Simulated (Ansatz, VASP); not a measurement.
# Cross-check of ZrB2 between VASP and Ansatz

Wanted: the spread between two codes on one cell, functional and k mesh. The cell comes out of earlier VASP steps on this material, which relaxed, scaled or displaced it; both programs get it as it stands.

Method: plane waves, with VASP 6.6.1 beside it; zone-centre phonons at PBEsol, in Ansatz 0.2.0.

## Step 1: Set-up

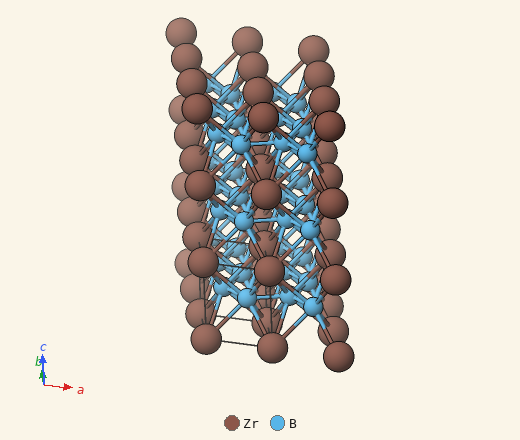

The starting structure, seen slightly off an axis (zirconium brown, boron blue). 2×3×3 cells are drawn. Some periodic images of atoms are drawn too.

Structure file:

```cif
data_structure
_symmetry_space_group_name_H-M 'P6/mmm'
_symmetry_Int_Tables_number 191
_cell_length_a 3.1561
_cell_length_b 3.1561
_cell_length_c 3.5086
_cell_angle_alpha 90.000
_cell_angle_beta 90.000
_cell_angle_gamma 120.000
_cell_volume 30.27
loop_
_atom_site_label
_atom_site_type_symbol
_atom_site_symmetry_multiplicity
_atom_site_Wyckoff_symbol
_atom_site_fract_x
_atom_site_fract_y
_atom_site_fract_z
_atom_site_occupancy
Zr1 Zr 1 a 0.00000 0.00000 0.00000 1
B1 B 2 d 0.33333 0.66667 0.50000 1
```

## Step 2: VASP: zone-centre phonons, PBEsol

Second derivatives magnify differences that forces hide, and they need a tight electronic threshold.

Lines of VASP's logs that name or quote its potential files are left out, and so is its time.

The input, INCAR:

```
SYSTEM = ZrB2
PREC = Accurate
ENCUT = 420
EDIFF = 1E-08
NELM = 100
ISMEAR = 1
SIGMA = 0.2
LREAL = .FALSE.
ALGO = Normal
GGA = PS
NBANDS = 15
LASPH = .TRUE.
LORBIT = 11
LWAVE = .FALSE.
LCHARG = .FALSE.
KPAR = 2
IBRION = 8
ISIF = 2
```

The input, POSCAR:

```
ZrB2
1.0
    3.1560508710      0.0000000000      0.0000000000
   -1.5780254355      2.7332202300      0.0000000000
    0.0000000000      0.0000000000      3.5085785145
Zr B
1 2
Direct
    0.0000000000      0.0000000000      0.0000000000
    0.3333333333      0.6666666667      0.5000000000
    0.6666666667      0.3333333333      0.5000000000
```

The input, KPOINTS:

```
Automatic mesh
0
Gamma
14 14 11
0 0 0
```

The projector-augmented-wave data sets are Zr_sv and B (PBE family, release 64).

The run is started by

```bash
$ mpirun -np 2 vasp_std
```

Numbers of over 12 decimals in the logs are rounded to 6 here.

The program printed:

```text
[banner, memory and clock lines left out]
running    2 mpi-ranks, on    1 nodes
 distrk:  each k-point on    1 cores,    2 groups
 distr:  one band on    1 cores,    1 groups

 POSCAR found type information on POSCAR ZrB
 POSCAR found :  2 types and       3 ions
|                                                                             |
|               ----> ADVICE to this user running VASP <----                  |
|                                                                             |
|     You enforced a specific xc type in the INCAR file but a different       |
|     [... a line on the potential file left out ...]
|     I HOPE YOU KNOW WHAT YOU ARE DOING!                                     |
|                                                                             |

 LDA part: xc-table for (Slater+PW92), standard interpolation
 POSCAR, INCAR and KPOINTS ok, starting setup
 FFT: planning ... GRIDC
 FFT: planning ... GRID_SOFT
 FFT: planning ... GRID
 WAVECAR not read
 entering main loop
       N       E                     dE             d eps       ncg     rms          rms(c)
DAV:   1     0.847519730690E+02    0.84752E+02   -0.86473E+03  4360   0.102E+03
DAV:   2    -0.254737428209E+02   -0.11023E+03   -0.10678E+03  5462   0.276E+02
DAV:   3    -0.289201920907E+02   -0.34464E+01   -0.34318E+01  6864   0.420E+01
DAV:   4    -0.289661098506E+02   -0.45918E-01   -0.45913E-01  4952   0.473E+00
DAV:   5    -0.289675221872E+02   -0.14123E-02   -0.14123E-02  6750   0.518E-01    0.230E+01
DAV:   6    -0.264524466780E+02    0.25151E+01   -0.58524E+00  5367   0.168E+01    0.952E+00
DAV:   7    -0.264043947681E+02    0.48052E-01   -0.69657E-01  6294   0.529E+00    0.335E+00
DAV:   8    -0.264046546047E+02   -0.25984E-03   -0.10069E-01  5186   0.268E+00    0.517E-01
DAV:   9    -0.264008715744E+02    0.37830E-02   -0.20672E-02  5332   0.110E+00    0.201E-01
DAV:  10    -0.264005424754E+02    0.32910E-03   -0.14469E-03  5064   0.360E-01    0.398E-02
DAV:  11    -0.264005463301E+02   -0.38547E-05   -0.67268E-05  6179   0.754E-02    0.118E-02
DAV:  12    -0.264005445563E+02    0.17738E-05   -0.28976E-06  5554   0.119E-02    0.549E-03
DAV:  13    -0.264005443153E+02    0.24095E-06   -0.58217E-07  6585   0.594E-03    0.192E-03
DAV:  14    -0.264005442615E+02    0.53808E-07   -0.33960E-08  4646   0.184E-03    0.477E-04
DAV:  15    -0.264005442230E+02    0.38529E-07   -0.43081E-09  2573   0.574E-04    0.121E-04
DAV:  16    -0.264005442190E+02    0.39779E-08   -0.10630E-09  2335   0.256E-04
   1 F= -.26400544E+02 E0= -.26400384E+02  d E =-.481289E-03
 Linear response reoptimize wavefunctions to high precision
DAV:   1    -0.264005442184E+02    0.63824E-09   -0.35160E-10  3161   0.123E-04
DAV:   2    -0.264005442184E+02   -0.33879E-10   -0.12975E-10  2251   0.596E-05
 Linear response DOF=           4
 Linear response progress:
  Degree of freedom:   1/  4
       N       E                     dE             d eps       ncg     rms          rms(c)
RMM:   1    -0.684686071149E+00   -0.68469E+00    0.29930E+00 11785   0.149E+01
RMM:   2    -0.628452575741E+00    0.56233E-01   -0.18682E-01 16276   0.280E+00    0.176E-01
RMM:   3    -0.629776152735E+00   -0.13236E-02   -0.32432E-02 19649   0.865E-01    0.564E-02
RMM:   4    -0.631354365698E+00   -0.15782E-02   -0.54925E-03 24166   0.301E-01    0.308E-02
RMM:   5    -0.631834248949E+00   -0.47988E-03   -0.98396E-04 24214   0.115E-01    0.186E-02
RMM:   6    -0.631816177507E+00    0.18071E-04   -0.13873E-04 24308   0.507E-02    0.304E-03
RMM:   7    -0.631790336960E+00    0.25841E-04   -0.36891E-05 25406   0.238E-02    0.344E-03
RMM:   8    -0.631782983402E+00    0.73536E-05   -0.30085E-05 25416   0.133E-02    0.905E-04
RMM:   9    -0.631786794103E+00   -0.38107E-05   -0.35744E-06 26032   0.790E-03    0.904E-05
RMM:  10    -0.631788086700E+00   -0.12926E-05   -0.47049E-06 26713   0.502E-03    0.153E-04
RMM:  11    -0.631788617479E+00   -0.53078E-06   -0.30486E-06 26926   0.353E-03    0.190E-04
RMM:  12    -0.631785984066E+00    0.26334E-05   -0.23958E-06 25723   0.269E-03    0.194E-04
RMM:  13    -0.631785198075E+00    0.78599E-06   -0.16098E-06 26311   0.210E-03    0.274E-04
RMM:  14    -0.631788555684E+00   -0.33576E-05   -0.14282E-06 23086   0.181E-03    0.147E-04
[...]
RMM:  23    -0.631797626904E+00   -0.27778E-06   -0.10410E-07 22259   0.405E-04    0.311E-05
RMM:  24    -0.631798234622E+00   -0.60772E-06   -0.67339E-08 24569   0.373E-04    0.165E-05
RMM:  25    -0.631798666910E+00   -0.43229E-06   -0.43969E-08 24022   0.327E-04    0.933E-06
RMM:  26    -0.631798853746E+00   -0.18684E-06   -0.33203E-08 24369   0.284E-04    0.985E-06
RMM:  27    -0.631799306013E+00   -0.45227E-06   -0.16669E-08 24936   0.264E-04    0.110E-06
RMM:  28    -0.631799206791E+00    0.99222E-07   -0.60045E-09 21618   0.226E-04    0.730E-06
RMM:  29    -0.631799356889E+00   -0.15010E-06   -0.21954E-09 22880   0.204E-04    0.649E-06
RMM:  30    -0.631799355656E+00    0.12330E-08    0.43797E-09 22586   0.181E-04    0.988E-06
 first order change of Fermi-energy   0.93021E-04
 force on displaced ion       1 direction 1 : -13.681  -0.000   0.000
 Linear response progress:
  Degree of freedom:   2/  4
       N       E                     dE             d eps       ncg     rms          rms(c)
RMM:   1    -0.759884769433E+00   -0.75988E+00    0.26800E+00  5019   0.147E+01
RMM:   2    -0.703051933858E+00    0.56833E-01   -0.16615E-01  6759   0.267E+00    0.200E-01
RMM:   3    -0.706179406848E+00   -0.31275E-02   -0.36076E-02  8006   0.810E-01    0.639E-02
RMM:   4    -0.708511302067E+00   -0.23319E-02   -0.64519E-03  9240   0.281E-01    0.367E-02
RMM:   5    -0.708806229401E+00   -0.29493E-03   -0.11405E-03  9751   0.106E-01    0.253E-02
RMM:   6    -0.708632970661E+00    0.17326E-03   -0.12726E-04  9648   0.494E-02    0.607E-03
RMM:   7    -0.708694961761E+00   -0.61991E-04   -0.41316E-05  9799   0.218E-02    0.288E-03
RMM:   8    -0.708690637187E+00    0.43246E-05   -0.22441E-05 10235   0.112E-02    0.845E-04
RMM:   9    -0.708694958132E+00   -0.43209E-05   -0.14971E-05 10493   0.651E-03    0.681E-04
RMM:  10    -0.708696331564E+00   -0.13734E-05   -0.89081E-06 10335   0.457E-03    0.152E-04
RMM:  11    -0.708696902999E+00   -0.57143E-06   -0.81583E-06 10477   0.313E-03    0.412E-05
RMM:  12    -0.708697497989E+00   -0.59499E-06   -0.73578E-06 10981   0.231E-03    0.610E-05
RMM:  13    -0.708696625611E+00    0.87238E-06   -0.53055E-06 10308   0.177E-03    0.118E-04
RMM:  14    -0.708698874194E+00   -0.22486E-05   -0.44659E-06  9861   0.145E-03    0.379E-05
RMM:  15    -0.708699474797E+00   -0.60060E-06   -0.34625E-06 10812   0.112E-03    0.375E-05
RMM:  16    -0.708699137731E+00    0.33707E-06   -0.27216E-06  9987   0.900E-04    0.518E-05
RMM:  17    -0.708699325414E+00   -0.18768E-06   -0.21875E-06 10291   0.744E-04    0.613E-05
RMM:  18    -0.708699274301E+00    0.51113E-07   -0.17297E-06 10457   0.604E-04    0.691E-05
RMM:  19    -0.708699159921E+00    0.11438E-06   -0.14240E-06  9931   0.503E-04    0.787E-05
RMM:  20    -0.708699609394E+00   -0.44947E-06   -0.11383E-06  9193   0.434E-04    0.758E-05
RMM:  21    -0.708699785372E+00   -0.17598E-06   -0.95729E-07 10046   0.358E-04    0.761E-05
 first order change of Fermi-energy   0.31060E-03
 force on displaced ion       1 direction 3 :   0.000   0.000 -14.925
 Linear response progress:
  Degree of freedom:   3/  4
       N       E                     dE             d eps       ncg     rms          rms(c)
RMM:   1    -0.477626552100E-01   -0.47763E-01   -0.25134E-02 43952   0.103E+00
RMM:   2    -0.426017230286E-01    0.51609E-02   -0.22604E-03 35898   0.248E-01    0.141E-01
RMM:   3    -0.425618440903E-01    0.39879E-04   -0.66901E-04 34253   0.124E-01    0.704E-02
RMM:   4    -0.430155898761E-01   -0.45375E-03   -0.41777E-04 33576   0.976E-02    0.834E-03
RMM:   5    -0.430177244453E-01   -0.21346E-05   -0.50590E-05 40319   0.279E-02    0.230E-03
RMM:   6    -0.430195637524E-01   -0.18393E-05   -0.99757E-06 43327   0.993E-03    0.120E-03
RMM:   7    -0.430159660652E-01    0.35977E-05   -0.16610E-06 42911   0.466E-03    0.288E-04
RMM:   8    -0.430179444492E-01   -0.19784E-05   -0.37837E-07 44959   0.215E-03    0.152E-04
RMM:   9    -0.430175176122E-01    0.42684E-06    0.84991E-08 45785   0.997E-04    0.343E-05
RMM:  10    -0.430176923028E-01   -0.17469E-06   -0.91798E-08 45123   0.483E-04    0.254E-05
RMM:  11    -0.430175708323E-01    0.12147E-06    0.29546E-08 45585   0.242E-04    0.759E-06
RMM:  12    -0.430175631750E-01    0.76573E-08   -0.34894E-08 46289   0.121E-04    0.519E-06
 first order change of Fermi-energy   0.23663E-04
 force on displaced ion       2 direction 1 : -15.738   0.000   0.000
 Linear response progress:
  Degree of freedom:   4/  4
       N       E                     dE             d eps       ncg     rms          rms(c)
RMM:   1    -0.471170534135E-01   -0.47117E-01   -0.33776E-03 15993   0.109E+00
RMM:   2    -0.443785959176E-01    0.27385E-02   -0.18759E-03 12863   0.243E-01    0.115E-01
RMM:   3    -0.443349380370E-01    0.43658E-04   -0.86907E-04 12596   0.140E-01    0.532E-02
RMM:   4    -0.446978626549E-01   -0.36292E-03   -0.33529E-04 13285   0.884E-02    0.119E-02
RMM:   5    -0.447622033854E-01   -0.64341E-04   -0.53380E-05 14514   0.334E-02    0.380E-03
RMM:   6    -0.447717787375E-01   -0.95754E-05   -0.12305E-05 15287   0.131E-02    0.774E-04
RMM:   7    -0.447652678450E-01    0.65109E-05   -0.33844E-06 15633   0.567E-03    0.248E-04
RMM:   8    -0.447660373274E-01   -0.76948E-06   -0.14654E-06 15640   0.273E-03    0.134E-04
RMM:   9    -0.447651790315E-01    0.85830E-06   -0.15359E-06 15589   0.140E-03    0.913E-05
RMM:  10    -0.447656502668E-01   -0.47124E-06   -0.66881E-07 15894   0.749E-04    0.975E-06
RMM:  11    -0.447656570126E-01   -0.67458E-08   -0.43515E-07 16880   0.369E-04    0.112E-05
RMM:  12    -0.447656524280E-01    0.45845E-08   -0.17490E-07 16541   0.185E-04    0.677E-06
RMM:  13    -0.447656386097E-01    0.13818E-07   -0.10260E-07 16456   0.960E-05    0.439E-06
RMM:  14    -0.447656519610E-01   -0.13351E-07   -0.38229E-08 16506   0.502E-05    0.332E-06
RMM:  15    -0.447656521239E-01   -0.16296E-09   -0.19524E-08 16075   0.275E-05    0.166E-06
 first order change of Fermi-energy  -0.99194E-04
 force on displaced ion       2 direction 3 :  -0.000   0.000 -10.210
 Linear response finished
```

OUTCAR, selected parts (step 2):

```text
ion  position               nearest neighbor table
   1  0.000  0.000  0.000-   2 2.53   3 2.53   2 2.53   3 2.53   3 2.53   3 2.53   2 2.53   2 2.53
                             3 2.53   3 2.53   2 2.53   2 2.53
   2  0.333  0.667  0.500-   3 1.82   3 1.82   3 1.82   1 2.53   1 2.53   1 2.53   1 2.53   1 2.53
                             1 2.53
   3  0.667  0.333  0.500-   2 1.82   2 1.82   2 1.82   1 2.53   1 2.53   1 2.53   1 2.53   1 2.53
                             1 2.53

  LATTYP: Found a hexagonal cell.
 ALAT       =     3.1560508710
 C/A-ratio  =     1.1116989738

 Subroutine GETGRP returns: Found 24 space group operations
 (whereof 24 operations were pure point group operations)

The static configuration has the point symmetry D_6h.

 Found    144 irreducible k-points:

   k-points           NKPTS =    144   k-points in BZ     NKDIM =    144   number of bands    NBANDS=     15

   dimension x,y,z NGX =    24 NGY =   24 NGZ =   24
   dimension x,y,z NGXF=    48 NGYF=   48 NGZF=   48

   ENCUT  =  420.0 eV  30.87 Ry    5.56 a.u.   5.27  5.27  5.86*2*pi/ulx,y,z

   NELECT =      18.0000    total number of electrons

 k-points in reciprocal lattice and weights: Automatic mesh
   0.00000000  0.00000000  0.00000000       0.000
   0.07142857  0.00000000  0.00000000       0.003
   0.14285714  0.00000000  0.00000000       0.003
   0.21428571 -0.00000000  0.00000000       0.003
   0.28571429  0.00000000  0.00000000       0.003
   0.35714286  0.00000000  0.00000000       0.003
   0.42857143 -0.00000000  0.00000000       0.003
   0.50000000  0.00000000  0.00000000       0.001
   0.07142857  0.07142857  0.00000000       0.003
[...]
0.28571429  0.28571429  0.45454545       0.006
   0.35714286  0.28571429  0.45454545       0.006

 average (electrostatic) potential at core
       1 -72.3408       2 -21.9164       3 -21.9164

  Total        0.0175183      0.0175183     -0.0060416      0.0000000     -0.0000000      0.0000000
  in kB        0.9273699      0.9273699     -0.3198269      0.0000000     -0.0000000      0.0000000
  external PRESSURE =       0.5116376 kB  Pullay stress =       0.0000000 kB

  energy-cutoff  :      420.00
  volume of cell :       30.27
      direct lattice vectors                 reciprocal lattice vectors
     3.156050871  0.000000000  0.000000000     0.316851673  0.182934399  0.000000000
    -1.578025436  2.733220230  0.000000000     0.000000000  0.365868798  0.000000000
     0.000000000  0.000000000  3.508578514     0.000000000  0.000000000  0.285015711

 POSITION                                       TOTAL-FORCE (eV/Angst)
 -----------------------------------------------------------------------------------
      0.00000      0.00000      0.00000        -0.000000      0.000000      0.000000
     -0.00000      1.82215      1.75429         0.000000      0.000000      0.000000
      1.57803      0.91107      1.75429         0.000000      0.000000      0.000000
 -----------------------------------------------------------------------------------
    total drift:                               -0.000000      0.000000      0.000000

 Eigenvectors and eigenvalues of the dynamical matrix
 ----------------------------------------------------

   1 f  =   23.600812 THz   148.288272 2PiTHz  787.238334 cm-1    97.605070 meV
             X         Y         Z           dx          dy          dz
      0.000000  0.000000  0.000000    -0.000000   -0.000000   -0.000000
     -0.000000  1.822147  1.754289     0.000001    0.707107    0.000000
      1.578025  0.911073  1.754289    -0.000001   -0.707107    0.000000

   2 f  =   23.600812 THz   148.288272 2PiTHz  787.238334 cm-1    97.605070 meV
             X         Y         Z           dx          dy          dz
      0.000000  0.000000  0.000000     0.000000    0.000000    0.000000
     -0.000000  1.822147  1.754289    -0.707107    0.000001   -0.000000
      1.578025  0.911073  1.754289     0.707107   -0.000001    0.000000

   3 f  =   17.118777 THz   107.560448 2PiTHz  571.020938 cm-1    70.797541 meV
             X         Y         Z           dx          dy          dz
      0.000000  0.000000  0.000000     0.000000   -0.000000    0.000000
     -0.000000  1.822147  1.754289    -0.000000    0.000000   -0.707107
      1.578025  0.911073  1.754289    -0.000000   -0.000000    0.707107

   4 f  =   14.442222 THz    90.743158 2PiTHz  481.740674 cm-1    59.728204 meV
             X         Y         Z           dx          dy          dz
      0.000000  0.000000  0.000000    -0.000000    0.000000   -0.437850
     -0.000000  1.822147  1.754289     0.000000    0.000000    0.635723
      1.578025  0.911073  1.754289     0.000000    0.000000    0.635723

   5 f  =   13.827675 THz    86.881847 2PiTHz  461.241603 cm-1    57.186645 meV
             X         Y         Z           dx          dy          dz
      0.000000  0.000000  0.000000    -0.000000    0.437830   -0.000000
     -0.000000  1.822147  1.754289     0.000000   -0.635730    0.000000
      1.578025  0.911073  1.754289     0.000000   -0.635730    0.000000

   6 f  =   13.827675 THz    86.881847 2PiTHz  461.241603 cm-1    57.186645 meV
             X         Y         Z           dx          dy          dz
      0.000000  0.000000  0.000000     0.437830    0.000000    0.000000
     -0.000000  1.822147  1.754289    -0.635730   -0.000000   -0.000000
      1.578025  0.911073  1.754289    -0.635730   -0.000000    0.000000

   7 f/i=    0.001557 THz     0.009782 2PiTHz    0.051931 cm-1     0.006439 meV
             X         Y         Z           dx          dy          dz
      0.000000  0.000000  0.000000     0.487287   -0.755550    0.000000
     -0.000000  1.822147  1.754289     0.167798   -0.260175    0.000000
      1.578025  0.911073  1.754289     0.167798   -0.260175    0.000000

   8 f/i=    0.001557 THz     0.009782 2PiTHz    0.051931 cm-1     0.006439 meV
             X         Y         Z           dx          dy          dz
      0.000000  0.000000  0.000000    -0.755550   -0.487287    0.000000
     -0.000000  1.822147  1.754289    -0.260175   -0.167798    0.000000
      1.578025  0.911073  1.754289    -0.260175   -0.167798    0.000000

   9 f/i=    0.001953 THz     0.012270 2PiTHz    0.065141 cm-1     0.008076 meV
             X         Y         Z           dx          dy          dz
      0.000000  0.000000  0.000000    -0.000000   -0.000000   -0.899048
     -0.000000  1.822147  1.754289    -0.000000    0.000000   -0.309607
      1.578025  0.911073  1.754289    -0.000000    0.000000   -0.309607

 ELASTIC MODULI CONTR FROM IONIC RELAXATION (kBar)
 Direction    XX          YY          ZZ          XY          YZ          ZX
 --------------------------------------------------------------------------------
 XX          -8.8624      8.8624      0.0000     -0.0000     -0.0000      0.0000
 YY           8.8624     -8.8624      0.0000      0.0000      0.0000      0.0000
 ZZ           0.0000      0.0000      0.0000      0.0000      0.0000      0.0000
 XY          -0.0000      0.0000      0.0000     -8.8624      0.0000      0.0000
 YZ          -0.0000      0.0000      0.0000      0.0000     -0.0000      0.0000
 ZX           0.0000      0.0000      0.0000      0.0000      0.0000      0.0000
 --------------------------------------------------------------------------------
```

(Part 1 of 2 ends here.)

[Lines on the potential files, build, host, timing and source positions are cut from VASP's logs without a mark.]

[Logs are printed without paths, hosts, clocks, repeated set-up lines and the standing remarks that a program may print on its own settings, such as how far it seeks lower states.]

[Hosts, paths, dates, database ids (printed as entryN), source tags and the programs' standing remarks are cut or masked in the printed files.]
